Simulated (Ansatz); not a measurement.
# revPBE/aug-cc-pVDZ run of BF3 (boron trifluoride)

What is the vertical electron affinity of BF3 (boron trifluoride) at revPBE/aug-cc-pVDZ? 

The results are computed with Ansatz 0.2.0.

37 further runs of the same task are left out: 1 that didn't finish, 36 set aside as unsound or not needed.

**1. The system as given**

BF3 has 4 atoms, charge 0, and is taken as a singlet. As SMILES, `FB(F)F`. The coordinates come from a PBE0-D4/def2-TZVP relaxation.

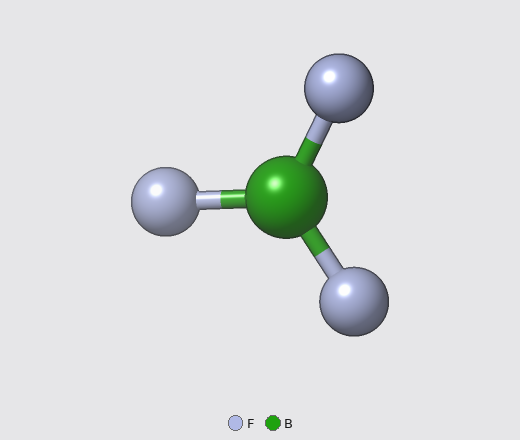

The structure, seen from a chosen angle (fluorine light blue, boron green).

**2. A single-point energy at revPBE/aug-cc-pVDZ**

Input file molecule.yaml:

```yaml
crystal:
  periodic: [false, false, false]
  atoms:
    - symbol: F
      position_ang: [0.543870, 0.210740, 1.174280]
    - symbol: B
      position_ang: [0.000020, -0.000000, 0.000010]
    - symbol: F
      position_ang: [-0.265170, -1.223510, -0.389620]
    - symbol: F
      position_ang: [-0.278730, 1.012770, -0.784660]
basis:
  gaussian: {orbitals: aug-cc-pVDZ}
hamiltonian: {xc: {name: revPBE}}
accuracy: high
output: {orbitals: {seedname: orbitals}}
```

Command:

```bash
$ ansatz run molecule.yaml --threads 1 --pin off --max-ram 3480MiB --events-out events.jsonl --progress --plain --runs-dir runs
```

Log:

```text
Warning: RAYON_NUM_THREADS=1 ignored (pool sized by the plan → 1); use --threads N
Functional definition: revPBE
  name "revPBE"
  parameter kappa = 1.245
  parameter beta = 0.06672455060314922
  exchange = pbe_x(kappa = kappa, mu = beta*pi^2/3)
  correlation = pbe_c(beta = beta)
1815 factors; integrals over basis functions are off by at most 3.4e-9 eV
mean field evaluation 1: about -8826.2612 eV, gradient 4.7e1 eV
mean field evaluation 2: about -8819.6549 eV, gradient 8.3e1 eV
mean field evaluation 4: about -8829.4699 eV, gradient 5.6e-1 eV
mean field evaluation 8: about -8829.4687 eV, gradient 9.7e-3 eV
mean field evaluation 16: about -8829.4687 eV, gradient 2.8e-7 eV
mean field -8829.46866948 eV, -324.4769887747 hartree, gradient 7.1e-8 eV, S^2 0.000000; 0 other end points of the search recorded, 0 dependent functions left out
reference -8829.46867599 eV, -324.4769890137 hartree; 16, 16 occupied and 76, 76 virtual orbitals, 1815 factors
Total energy: -8829.46867599 eV, -324.4769890137 hartree
```

Run time: 3.6 s. Hardware: 1 thread of Arm Neoverse V2, shared host; peak memory 0.21 GiB.

**3. The doublet anion**

Input file in.yaml:

```yaml
crystal:
  periodic: [false, false, false]
  atoms:
    - symbol: F
      position_ang: [0.543870, 0.210740, 1.174280]
    - symbol: B
      position_ang: [0.000020, -0.000000, 0.000010]
    - symbol: F
      position_ang: [-0.265170, -1.223510, -0.389620]
    - symbol: F
      position_ang: [-0.278730, 1.012770, -0.784660]
basis:
  gaussian:
    orbitals: aug-cc-pVDZ
total_charge: -1
magnetization:
  spin_polarized: true
  initial_magnetization: 1
hamiltonian:
  xc: {name: revPBE}
accuracy: high
output: {orbitals: {seedname: orbitals}}
```

Command:

```bash
$ ansatz run in.yaml --threads 1 --pin off --max-ram 3480MiB --events-out events.jsonl --progress --plain --runs-dir runs
```

Log:

```text
Warning: RAYON_NUM_THREADS=1 ignored (pool sized by the plan → 1); use --threads N
Functional definition: revPBE
  name "revPBE"
  parameter kappa = 1.245
  parameter beta = 0.06672455060314922
  exchange = pbe_x(kappa = kappa, mu = beta*pi^2/3)
  correlation = pbe_c(beta = beta)
1815 factors; integrals over basis functions are off by at most 3.3e-9 eV
mean field evaluation 1: about -8828.1703 eV, gradient 1.1e1 eV
mean field evaluation 2: about -8827.9798 eV, gradient 1.5e1 eV
mean field evaluation 4: about -8828.6779 eV, gradient 5.7e-1 eV
mean field evaluation 8: about -8828.6735 eV, gradient 8.6e-3 eV
mean field evaluation 16: about -8828.6735 eV, gradient 3.6e-5 eV
mean field evaluation 32: about -8828.4325 eV, gradient 2.2e0 eV
mean field evaluation 64: about -8828.4481 eV, gradient 5.3e-2 eV
mean field -8828.67354488 eV, -324.4477684843 hartree, gradient 4.7e-8 eV, S^2 0.750087; 9 other end points of the search recorded, 0 dependent functions left out
reference -8828.67354847 eV, -324.4477686162 hartree; 17, 16 occupied and 75, 76 virtual orbitals, 1815 factors
Total energy: -8828.67354847 eV, -324.4477686162 hartree
```

Run time: 38 s. Hardware: 1 thread of Arm Neoverse V2, shared host; peak memory 0.28 GiB.

**4. What came out**

Level: revPBE/aug-cc-pVDZ.

```
                                         quantity          value
                        singlet BF3: total energy  -324.47699 Eh
                         singlet BF3: HOMO energy      -10.00 eV
                         singlet BF3: LUMO energy       -0.86 eV
                       singlet BF3: HOMO–LUMO gap        9.14 eV
                      doublet anion: total energy  -324.44777 Eh
doublet anion: HOMO energy (highest over α and β)        2.33 eV
 doublet anion: LUMO energy (lowest over α and β)        2.62 eV
                              doublet anion: ⟨S²⟩          0.750
vertical electron affinity (to the doublet anion)      -0.795 eV
```

In words: The anion lies 0.80 eV (76.7 kJ/mol) above the neutral: the electron isn't bound at this level, and such a value depends on the basis. The HOMO (doublet anion) lies at positive energy, 2.33 eV, as semi-local functionals often give for anions; only total energies tell whether the electron is bound.
